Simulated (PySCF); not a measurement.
## Electronic structure of C$_{4}$H$_{13}$PSi$_{2}$ in real space

```json
{"atom": "C", "x (Å)": "-1.2768", "y (Å)": "-2.5007", "z (Å)": "-0.5724"}
{"atom": "Si", "x (Å)": "-0.9336", "y (Å)": "-1.3224", "z (Å)": "0.8583"}
{"atom": "C", "x (Å)": "-1.9339", "y (Å)": "0.2973", "z (Å)": "0.7138"}
{"atom": "C", "x (Å)": "-1.1195", "y (Å)": "1.3293", "z (Å)": "-0.0811"}
{"atom": "C", "x (Å)": "0.2860", "y (Å)": "1.5211", "z (Å)": "0.5064"}
{"atom": "Si", "x (Å)": "1.1129", "y (Å)": "-0.1950", "z (Å)": "0.6305"}
{"atom": "P", "x (Å)": "1.9252", "y (Å)": "-0.7191", "z (Å)": "-1.4242"}
{"atom": "H", "x (Å)": "-0.6470", "y (Å)": "-3.4014", "z (Å)": "-0.5041"}
{"atom": "H", "x (Å)": "-2.3309", "y (Å)": "-2.8197", "z (Å)": "-0.5730"}
{"atom": "H", "x (Å)": "-1.0628", "y (Å)": "-2.0109", "z (Å)": "-1.5352"}
{"atom": "H", "x (Å)": "-1.1804", "y (Å)": "-2.0144", "z (Å)": "2.1632"}
{"atom": "H", "x (Å)": "-2.1182", "y (Å)": "0.6769", "z (Å)": "1.7345"}
{"atom": "H", "x (Å)": "-2.9232", "y (Å)": "0.1260", "z (Å)": "0.2583"}
{"atom": "H", "x (Å)": "-1.0263", "y (Å)": "0.9942", "z (Å)": "-1.1305"}
{"atom": "H", "x (Å)": "-1.6537", "y (Å)": "2.2943", "z (Å)": "-0.1219"}
{"atom": "H", "x (Å)": "0.2187", "y (Å)": "1.9425", "z (Å)": "1.5253"}
{"atom": "H", "x (Å)": "0.8819", "y (Å)": "2.2298", "z (Å)": "-0.0910"}
{"atom": "H", "x (Å)": "2.1373", "y (Å)": "-0.2721", "z (Å)": "1.7188"}
{"atom": "H", "x (Å)": "2.4282", "y (Å)": "-1.9983", "z (Å)": "-1.0344"}
{"atom": "H", "x (Å)": "3.1858", "y (Å)": "-0.0631", "z (Å)": "-1.2668"}
```

Geometry: PBE0-D3(BJ)/def2-SVP.

The calculation used PBE0/pcSseg-1, SCF density, gas phase, non-relativistic (PySCF 2.14.0).

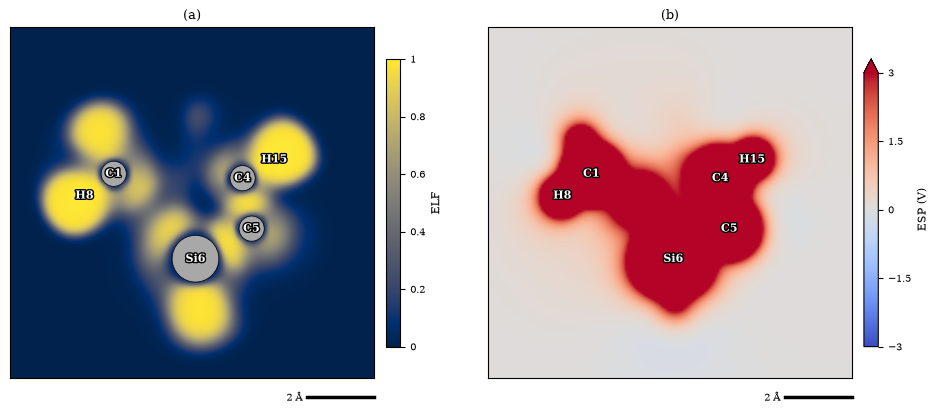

Figure 1. (a) electron localisation function; (b) molecular electrostatic potential on the plane of atoms C4, C5 and Si6. Grey discs cover the atomic cores in the ELF map.

> Describe what can be read from this map.

The section cuts through C, Si and H sites. C–C (1.54 Å): the ELF peaks at about 0.95 between the atoms, as expected for a covalent bond. C–Si (1.91 Å): the ELF peaks at about 0.95 between the atoms: localised, covalent bonding. C–H (1.10 Å): the ELF climbs to about 1 towards the hydrogen, as it does in any bond to H: an ordinary covalent bond to hydrogen. The potential has no marked negative region in this plane.

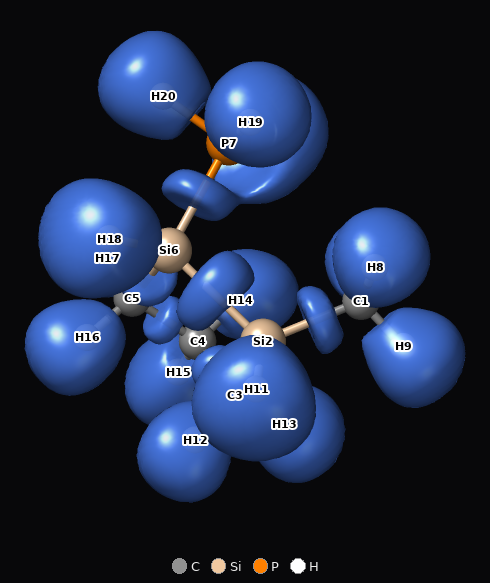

Figure 2. Isosurface of the ELF at 0.8 (blue), seen at a tilt. Core shells and regions of very low density are left out.

> Where are the electrons localised?

The surface consists of two regions between bonded C–C atoms (shared pairs), three regions between bonded C–Si atoms (shared pairs), one region between bonded Si–Si atoms (shared pairs), 13 regions around hydrogen nuclei and one region on P in which the atom's valence shell and bonds are merged. Along the contacts the grid gives the following. C–Si (1.89 Å): the ELF peaks at about 0.95 between the atoms, as expected for a covalent bond.

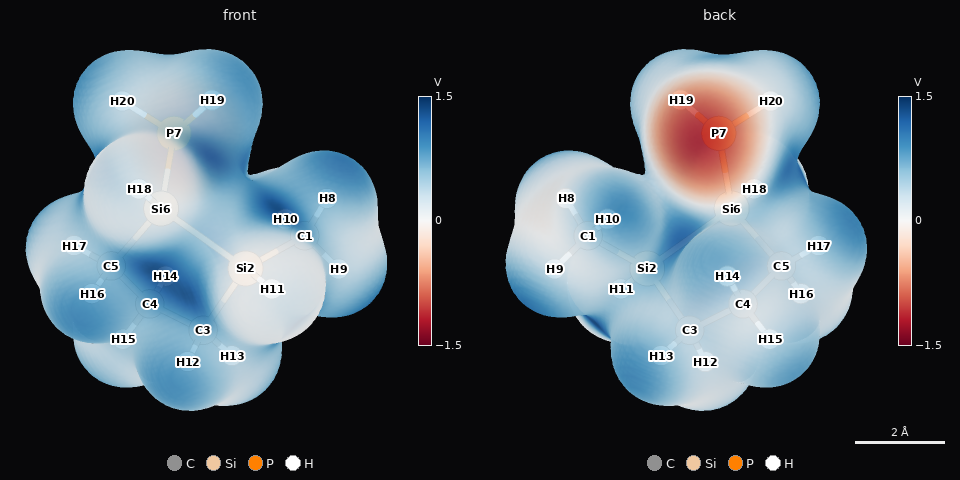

Figure 3. The electrostatic potential painted on the density surface at 0.004 e/bohr³, seen from the front and from behind; the colour scale runs from red (negative) to blue (positive).

> Which sites attract a positive test charge, and which a negative one?

A positive charge is drawn to the negative regions and a negative charge to the positive ones. The most negative region (about −1.1 V) lies over P7, the most positive (about +1.3 V) over Si2 and Si6.
